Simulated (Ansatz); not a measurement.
# CH2Cl2 (dichloromethane) at 6 levels

Aim: a comparison of 6 runs (CAM-B3LYP/STO-3G, PBE0/STO-3G, SVWN5/STO-3G, UB3LYP/STO-3G, UPBE0/STO-3G, CCSDTQ/STO-3G) of CH2Cl2 (dichloromethane). 

The calculation is run with Ansatz 0.2.0.

56 further runs of the same task are left out: 4 that didn't finish, 52 set aside as unsound or not needed.

### Step 1. The structure to begin with

CH2Cl2 has 5 atoms, charge 0, and is taken as a singlet. As SMILES, `ClCCl`. The C2–Cl1 distance was set to 2.644 Å, away from the relaxed value. At this shape a bond of the SMILES string is far longer than usual.

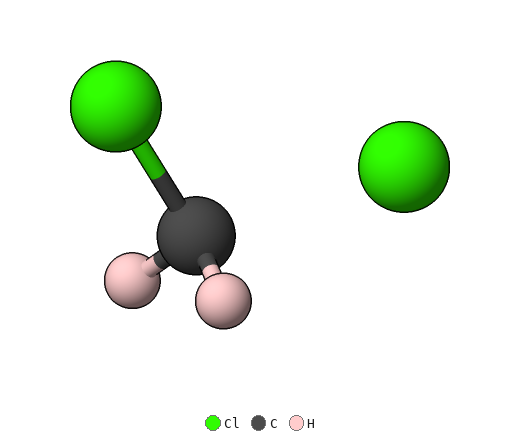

Viewed from a chosen angle; chlorine green, carbon dark grey, hydrogen pink.

### Step 2. The energy at CAM-B3LYP/STO-3G (run 1)

Input file input.yaml:

```yaml
crystal:
  periodic: [false, false, false]
  atoms:
    - {symbol: Cl, position_ang: [2.496678, -0.466671, 0.366596]}
    - {symbol: C, position_ang: [-0.101090, -0.082670, 0.062890]}
    - {symbol: Cl, position_ang: [-0.474220, 1.284450, -0.984760]}
    - {symbol: H, position_ang: [-0.525010, -0.976700, -0.384090]}
    - {symbol: H, position_ang: [-0.530410, 0.113600, 1.040610]}
basis:
  gaussian: {orbitals: STO-3G}
magnetization: {spin_polarized: false, initial_magnetization: 0}
hamiltonian: {xc: {name: CAM-B3LYP}}
accuracy: high
```

On the command line:

```console
$ ansatz run input.yaml --threads 1 --pin off --max-ram 3480MiB --events-out events.jsonl --progress --plain --runs-dir runs
```

The program printed:

```text
Warning: RAYON_NUM_THREADS=1 ignored (pool sized by the plan → 1); use --threads N
Functional definition: CAM-B3LYP
  name "CAM-B3LYP"
  parameter alpha = 0.19
  parameter beta = 0.46
  parameter omega = 0.33/bohr
  parameter ac = 0.81
  exchange = (1 - alpha - beta)*b88_x + beta*b88_x_sr(omega) + alpha*exact_x + beta*exact_x_lr(omega)
  correlation = (1 - ac)*vwn5_c + ac*lyp_c
435 factors; integrals over basis functions are off by at most 1.7e-8 eV
181 factors; integrals over basis functions are off by at most 1.2e-9 eV
mean field evaluation 1: about -25817.8836 eV, gradient 3.1e1 eV
mean field evaluation 2: about -25806.3830 eV, gradient 5.8e1 eV
mean field evaluation 4: about -25824.4640 eV, gradient 2.4e0 eV
mean field evaluation 8: about -25824.4619 eV, gradient 4.3e-2 eV
mean field evaluation 16: about -25824.4619 eV, gradient 2.1e-6 eV
mean field -25824.46193980 eV, -949.0314718386 hartree, gradient 2.7e-8 eV, S^2 0.000000; 0 other end points of the search recorded, 0 dependent functions left out
reference -25824.46195428 eV, -949.0314723707 hartree; 21, 21 occupied and 4, 4 virtual orbitals, 435 factors
Total energy: -25824.46195428 eV, -949.0314723707 hartree
```

Wall time 1.4 s (1 thread of Intel Xeon Platinum 8375C at 2.90GHz (Ice Lake), shared host); peak memory 0.12 GiB.

### Step 3. A single-point energy at PBE0/STO-3G (run 2)

Input file job.yaml:

```yaml
crystal:
  periodic: [false, false, false]
  atoms:
    - {symbol: Cl, position_ang: [2.496678, -0.466671, 0.366596]}
    - {symbol: C, position_ang: [-0.101090, -0.082670, 0.062890]}
    - {symbol: Cl, position_ang: [-0.474220, 1.284450, -0.984760]}
    - {symbol: H, position_ang: [-0.525010, -0.976700, -0.384090]}
    - {symbol: H, position_ang: [-0.530410, 0.113600, 1.040610]}
basis:
  gaussian:
    orbitals: STO-3G
accuracy: high
hamiltonian:
  xc: {name: PBE0}
total_charge: 0
```

On the command line:

```console
$ ansatz run job.yaml --threads 1 --pin off --max-ram 3480MiB --events-out events.jsonl --progress --plain --runs-dir runs
```

The program printed:

```text
Warning: RAYON_NUM_THREADS=1 ignored (pool sized by the plan → 1); use --threads N
Functional definition: PBE0
  name "PBE0"
  parameter a = 0.25
  parameter kappa = 0.804
  parameter beta = 0.06672455060314922
  exchange = (1 - a)*pbe_x(kappa = kappa, mu = beta*pi^2/3) + a*exact_x
  correlation = pbe_c(beta = beta)
435 factors; integrals over basis functions are off by at most 1.7e-8 eV
mean field evaluation 1: about -25811.6825 eV, gradient 3.0e1 eV
mean field evaluation 2: about -25719.9485 eV, gradient 9.6e1 eV
mean field evaluation 4: about -25816.5501 eV, gradient 1.4e1 eV
mean field evaluation 8: about -25817.6355 eV, gradient 4.5e-2 eV
mean field evaluation 16: about -25817.6114 eV, gradient 8.3e-7 eV
mean field -25817.61138007 eV, -948.7797184119 hartree, gradient 6.4e-9 eV, S^2 0.000000; 0 other end points of the search recorded, 0 dependent functions left out
reference -25817.61138149 eV, -948.7797184644 hartree; 21, 21 occupied and 4, 4 virtual orbitals, 435 factors
Total energy: -25817.61138149 eV, -948.7797184644 hartree
```

Wall time 1.1 s (1 thread of Intel Xeon Platinum 8375C at 2.90GHz (Ice Lake), shared host); peak memory 0.12 GiB.

Runs 3 to 5 aren't shown in full; the table further down has their settings and results.

### Step 4. The energy at CCSDTQ/STO-3G (run 6)

Input file run.yaml:

```yaml
crystal:
  periodic: [false, false, false]
  atoms:
    - {symbol: Cl, position_ang: [2.496678, -0.466671, 0.366596]}
    - {symbol: C, position_ang: [-0.101090, -0.082670, 0.062890]}
    - {symbol: Cl, position_ang: [-0.474220, 1.284450, -0.984760]}
    - {symbol: H, position_ang: [-0.525010, -0.976700, -0.384090]}
    - {symbol: H, position_ang: [-0.530410, 0.113600, 1.040610]}
basis:
  gaussian: {orbitals: STO-3G}
correlation: {method: ccsdtq, frozen_orbitals: {C: 1, Cl: 5, H: 0}}
accuracy: high
scf: {omitted_lower_state_checks: [cluster_reference, increment]}
```

On the command line:

```console
$ ansatz run run.yaml --threads 1 --pin off --max-ram 3480MiB --events-out events.jsonl --progress --plain --runs-dir runs
```

The program printed:

```text
Warning: RAYON_NUM_THREADS=1 ignored (pool sized by the plan → 1); use --threads N
[... 12 lines left out ...]
11 core orbitals not correlated: weight in the atoms' cores, before any rotation towards them, 1.000 or more for the frozen orbitals, at most 0.000 for the correlated occupied ones
[... 38 lines left out ...]
WARN: these amplitudes may be one of several solutions (largest doubles amplitude 0.42, level shift 2.37 eV)
Total energy: -25788.69517974 eV, -947.7170676499 hartree
Checks for a lower state left out: cluster_reference, increment
```

It took 12 s on 1 thread of Intel Xeon Platinum 8375C at 2.90GHz (Ice Lake), shared host; peak memory 0.19 GiB.

### Step 5. The series

```csv
run,level,frozen core orbitals,energy (Eh),wall time
1,CAM-B3LYP/STO-3G,–,-949.031472,1.4 s
2,PBE0/STO-3G,–,-948.779718,1.1 s
3,SVWN5/STO-3G,–,-945.668492,0.79 s
4,UB3LYP/STO-3G,–,-949.089228,4.2 s
5,UPBE0/STO-3G,–,-948.783049,3.6 s
6,CCSDTQ/STO-3G,11,-947.717068,12 s
```

### Step 6. Outcome

```
                                           quantity          value
                                run 6: total energy  -947.71707 Eh
run 6: correlation energy (11 core orbitals frozen)     -157.2 mEh
                               run 6: T1 diagnostic          0.028
```

What this shows: Totals of different functionals can't be ranked against each other. In run 6 the log says that unrestricted orbitals would lower the reference, so the values rest on an unstable closed-shell determinant (other closed-shell runs at this shape may share the fault). In runs 1, 2, 3, 4, 5, 6 the basis is minimal, so the values are rough. Spin contamination of the reference: run 5 ⟨S²⟩ = 0.36, run 4 ⟨S²⟩ = 0.25. All runs together took 23 s, the longest 12 s.
